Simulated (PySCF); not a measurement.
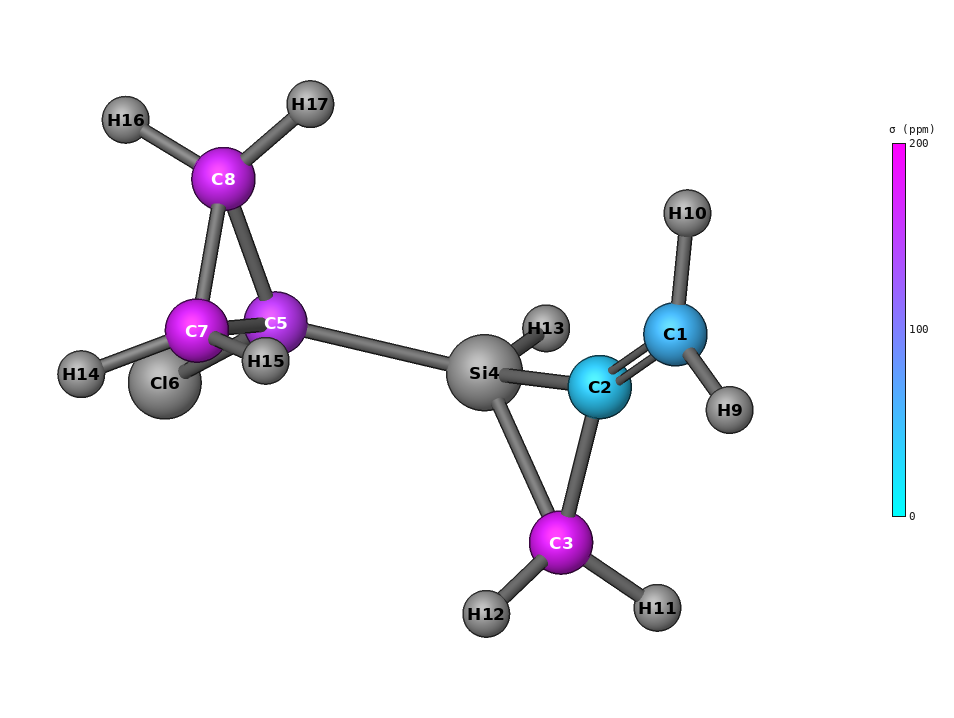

Atoms are coloured by their isotropic NMR shieldings (C only, the others grey). Computed geometry: GFN2-xTB optimisation. No frequency run is at hand to confirm it as a minimum. Level of theory: GIAO PBE0/pcSseg-1 NMR shielding, non-relativistic, gas phase (PySCF 2.14.0).

Give the isotropic NMR shieldings of the C atoms atom by atom.

| atom | σ (ppm) |
| --- | --- |
| C1 | 53.7 |
| C2 | 38.0 |
| C3 | 177.5 |
| C5 | 153.8 |
| C7 | 172.7 |
| C8 | 167.7 |

The geometry is semi-empirical. Around Si such bond lengths and angles can be off by a tenth of an ångström or more and by several degrees, and values that hang on the shape move with them.
